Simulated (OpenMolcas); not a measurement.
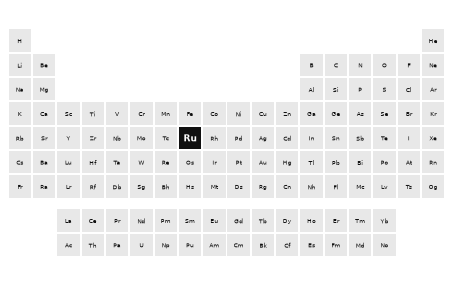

*The place of ruthenium in the periodic table.*

Run report: Ru⁺, multiconfigurational calculation

Ru⁺. Level asked for: state-averaged MS-CASPT2, IPEA shift 0.25, imaginary shift 0.1 hartree, semicore shells correlated, active space 7 electrons in the shells 4d 5s, basis ANO-RCC-VDZ, DKH2 scalar Hamiltonian, spin-orbit coupling by RASSI with atomic mean-field integrals (OpenMolcas).

**Outcome**

- outcome: refused by the program
- hardware: 1 thread of Intel Xeon (Sapphire Rapids), 64 GiB of memory available, shared host

**What went wrong**

One thing in this input was made wrong on purpose: too many frozen. The program refused the input; the driver noted: CASPT2 spin 6: _RC_INPUT_ERROR_.

**Input file**
```
&GATEWAY
Coord
1

Ru 0.0 0.0 0.0
Basis=ANO-RCC-VDZ
Group=XYZ
NoMove
AngMom=0.0 0.0 0.0
AMFI
&SEWARD
&RASSCF
FileOrb=start.orb
Symmetry=1
Spin=6
nActEl=7 0 0
Inactive=9 9
Ras2=6 0
CIRoot=6 6 1
SDav=6
CIMx=300
Iter=120 100
PrWF=0.3
OrbListing=Nothing
MaxOrb=0
Atom
>>> COPY $Project.JobIph JOB001
&RASSCF
FileOrb=start.orb
Symmetry=1
Spin=4
nActEl=7 0 0
Inactive=9 9
Ras2=6 0
CIRoot=50 50 1
SDav=84
CIMx=300
Iter=120 100
PrWF=0.3
OrbListing=Nothing
MaxOrb=0
Atom
>>> COPY $Project.JobIph JOB002
&RASSCF
FileOrb=start.orb
Symmetry=1
Spin=2
nActEl=7 0 0
Inactive=9 9
Ras2=6 0
CIRoot=98 98 1
SDav=210
CIMx=300
Iter=120 100
PrWF=0.3
OrbListing=Nothing
MaxOrb=0
Atom
>>> COPY $Project.JobIph JOB003
&RASSI
NrOfJobIphs=3 5 50 35
1 2 3 4 5
1 2 3 4 5 6 7 8 9 10 11 12 13 14 15 16 17 18 19 20 21 22 23 24 25 26 27
28 29 30 31 32 33 34 35 36 37 38 39 40 41 42 43 44 45 46 47 48 49 50
1 2 3 4 5 6 7 8 9 10 11 12 13 14 15 16 17 18 19 20 21 22 23 24 25 26 27
28 29 30 31 32 33 34 35
IphNames
JOB001
JOB002
JOB003
EJob
SpinOrbit
DIPRint=1.0
SOCoupling=1000.0
Subsets=2
MEES
Property=10
'ANGMOM' 1 'ANGMOM' 2 'ANGMOM' 3 'MLTPL  1' 1 'MLTPL  1' 2 'MLTPL  1' 3
'AMFI' 1 'AMFI' 2 'AMFI' 3 'MLTPL  2' 6
SOProperty=3
'ANGMOM' 1 'ANGMOM' 2 'ANGMOM' 3
>>> COPY JOB001 $Project.JobIph
&CASPT2
Multistate=5 1 2 3 4 5
Frozen=28 26
IPEA=0.25
Imaginary=0.1
MaxIter=60
WThr=0.0 0.3 0.05
PrWF=0.5
NoMix
```

The file start.orb holds starting orbitals from an earlier step.

Launched with:
```bash
OMP_NUM_THREADS=1 MOLCAS_MEM=2252 MOLCAS_PROJECT=a pymolcas a.inp > a.log  # once for each step of the input, in one work folder
```

**Log (extracts)**
```
|       MOLCAS_SOURCE = [file]
  |    MOLCAS_STRUCTURE = 0
  |
   -----------------------------------------------------------------------------------------
++ ---------   Input file   ---------
>>> COPY JOB001 $Project.JobIph
&CASPT2
Multistate=5 1 2 3 4 5
Frozen=28 26
IPEA=0.25
Imaginary=0.1
MaxIter=60
WThr=0.0 0.3 0.05
PrWF=0.5
NoMix
-- ----------------------------------
>>> COPY JOB001 a.JobIph
*** symbolic link created: INPORB -> a.RasOrb
--- Start Module: caspt2 at  ---
()()()()()()()()()()()()()()()()()()()()()()()()()()()()()()()()()()()()()()()()()()()()()()()()()()
                                              &CASPT2
                                   only a single process is used
                       available to each process: 2.3 GB of memory, 1 thread
()()()()()()()()()()()()()()()()()()()()()()()()()()()()()()()()()()()()()()()()()()()()()()()()()()
 ###    WARNING: User changed nr of frozen orbitals.                         ###
 ###    ERROR: Too many frozen orbitals!                                     ###
--- Stop Module: caspt2 at  /rc=_RC_INPUT_ERROR_ ---
.####################.
.# User input error #.
.####################.
```
